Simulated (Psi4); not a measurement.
# BCl2F (dichlorofluoroborane): SCAN/def2-TZVPD (density fitting, sweep point 4)

Aim: the vertical ionisation energy of BCl2F (dichlorofluoroborane) at SCAN/def2-TZVPD (density fitting, sweep point 4), from 2 runs. 

The results are computed with Psi4 1.11.

4 further runs of the same task are left out: 4 set aside as unsound or not needed.

## Step 1: The structure to begin with

BCl2F: 4 atoms, total charge 0, spin state singlet. As SMILES, `FB(Cl)Cl`. Geometry: relaxed at PBE0-D4/def2-TZVP.

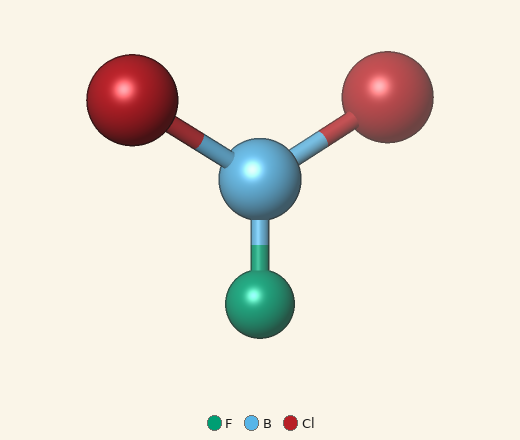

The structure, seen from a chosen angle (fluorine teal, boron blue, chlorine red).

## Step 2: A single-point energy at SCAN/def2-TZVPD (density fitting, sweep point 4)

calc.dat

```
memory 1600 MB

molecule {
  F      0.21612798    -2.20213565    -1.47623515
  B      0.01494773    -0.15233082    -0.10212080
  Cl    -2.92820622     0.70634183     1.07982730
  Cl     2.69713051     1.64810574     0.49852865
  units au
  symmetry c1
}

set {
  basis                def2-TZVPD
  puream               true
  scf_type             df
  dft_radial_points    50
  dft_spherical_points 194
}

energy_value, wavefunction = energy('scan', return_wfn=True)
```

The run is started by

```sh
$ psi4 -i calc.dat -o calc.out -n 1
```

calc.out:

```text
[...]
  Running in c1 symmetry.
[...]
  Nuclear repulsion =  181.669072837694472
[...]
  Multiplicity = 1
[...]
  Nalpha       = 24
  Nbeta        = 24
[...]
    Number of basis functions: 169
[...]
   @DF-RKS iter   1: -1045.25408329360062   -9.45060e-02   3.69319e-03 ADIIS/DIIS
[...]
   @DF-RKS iter   9: -1045.36871359929069   -2.54631e-08   1.90800e-07 DIIS
[...]
    Orbital Energies [Eh]
    ---------------------
    Doubly Occupied:
       1A   -101.308067     2A   -101.308066     3A    -24.562203
       4A     -9.372751     5A     -9.372751     6A     -7.112941
       7A     -7.112939     8A     -7.110010     9A     -7.110010
      10A     -7.109174    11A     -7.109173    12A     -6.784523
      13A     -1.218044    14A     -0.846732    15A     -0.817416
      16A     -0.551108    17A     -0.476718    18A     -0.470610
      19A     -0.462245    20A     -0.378251    21A     -0.356043
      22A     -0.340391    23A     -0.327278    24A     -0.307130
[...]
  @DF-RKS Final Energy: -1045.36871359929069
   => Energetics <=
    Nuclear Repulsion Energy =            181.6690728376944719
    One-Electron Energy =               -1805.0261165079048169
    Two-Electron Energy =                 649.1612540573390788
    DFT Exchange-Correlation Energy =     -71.1729239864195620
    Empirical Dispersion Energy =           0.0000000000000000
    VV10 Nonlocal Energy =                  0.0000000000000000
    Total Energy =                      -1045.3687135992906860
[...]
 Multipole Moments:
 ------------------------------------------------------------------------------------
     Multipole            Electronic (a.u.)      Nuclear  (a.u.)        Total (a.u.)
 ------------------------------------------------------------------------------------
 L = 1.  Multiply by 2.5417464519 to convert [e a0] to [Debye]
 Dipole X            :          0.0710525           -0.0786930           -0.0076405
 Dipole Y            :         -0.7239782            0.8018151            0.0778369
 Dipole Z            :         -0.4853373            0.5375133            0.0521761
 Magnitude           :                                                    0.0940176
[...]
```

It took 8.1 s on 1 thread of Intel Xeon at 2.70GHz, shared host; peak memory 0.68 GiB.

## Step 3: The doublet cation

job.inp

```
memory 1600 mb

molecule {
  1 2
  F      0.21612798    -2.20213565    -1.47623515
  B      0.01494773    -0.15233082    -0.10212080
  Cl    -2.92820622     0.70634183     1.07982730
  Cl     2.69713051     1.64810574     0.49852865
  units au
  symmetry c1
}

set {
  basis def2-TZVPD
  reference uks
  puream true
  scf_type df
  dft_radial_points 50
  dft_spherical_points 194
  maxiter 100
}

E, wfn = energy('scan', return_wfn=True)
print_variables()
```

The run is started by

```sh
$ psi4 -n 1 job.inp job.out
```

job.out:

```text
[...]
  Running in c1 symmetry.
[...]
  Nuclear repulsion =  181.669072837694472
[...]
  Multiplicity = 2
[...]
  Nalpha       = 24
  Nbeta        = 23
[...]
    Number of basis functions: 169
[...]
   @DF-UKS iter   1: -1044.86231507375123    2.97262e-01   3.07050e-03 DIIS/ADIIS
[...]
   @DF-UKS iter  11: -1044.94029098969008   -7.53785e-08   3.32528e-07 DIIS
[...]
   @S^2 Observed:                7.545848565E-01
[...]
    Orbital Energies [Eh]
    ---------------------
    Alpha Occupied:
       1A   -101.617370     2A   -101.617369     3A    -24.792414
       4A     -9.679852     5A     -9.679851     6A     -7.424970
       7A     -7.424970     8A     -7.414874     9A     -7.414873
      10A     -7.411716    11A     -7.411716    12A     -7.034800
      13A     -1.442850    14A     -1.130681    15A     -1.103002
      16A     -0.782830    17A     -0.730946    18A     -0.722973
      19A     -0.686735    20A     -0.628551    21A     -0.627195
      22A     -0.611794    23A     -0.599791    24A     -0.592331
    Alpha Virtual:
      25A     -0.305610    26A     -0.230655    27A     -0.165891
[...]
  @DF-UKS Final Energy: -1044.94029098969008
   => Energetics <=
    Nuclear Repulsion Energy =            181.6690728376944719
    One-Electron Energy =               -1791.9022005996198459
    Two-Electron Energy =                 636.0901871232982785
    DFT Exchange-Correlation Energy =     -70.7973503510631161
    Empirical Dispersion Energy =           0.0000000000000000
    VV10 Nonlocal Energy =                  0.0000000000000000
    Total Energy =                      -1044.9402909896900837
[...]
 Multipole Moments:
 ------------------------------------------------------------------------------------
     Multipole            Electronic (a.u.)      Nuclear  (a.u.)        Total (a.u.)
 ------------------------------------------------------------------------------------
 L = 1.  Multiply by 2.5417464519 to convert [e a0] to [Debye]
 Dipole X            :          0.0291375           -0.0786930           -0.0495554
 Dipole Y            :         -0.2968990            0.8018151            0.5049161
 Dipole Z            :         -0.1990378            0.5375133            0.3384756
 Magnitude           :                                                    0.6098867
[...]
```

Wall time 16 s (1 thread of Intel Xeon at 2.70GHz, shared host); peak memory 0.69 GiB.

## Step 4: Outcome

At SCAN/def2-TZVPD (density fitting, sweep point 4):

```
                                          quantity           value
                       singlet BCl2F: total energy  -1045.36871 Eh
                      singlet BCl2F: dipole moment          0.24 D
                        singlet BCl2F: HOMO energy        -8.36 eV
                        singlet BCl2F: LUMO energy        -1.82 eV
                      singlet BCl2F: HOMO–LUMO gap         6.54 eV
                      doublet cation: total energy  -1044.94029 Eh
doublet cation: HOMO energy (highest over α and β)       -15.88 eV
 doublet cation: LUMO energy (lowest over α and β)       -14.89 eV
                              doublet cation: ⟨S²⟩           0.755
vertical ionisation energy (to the doublet cation)       11.658 eV
```

**Reading.** Removing an electron at fixed nuclei costs 11.66 eV (269 kcal/mol). −ε(HOMO) before ionisation, 8.36 eV, is 3.30 eV below this ionisation energy.
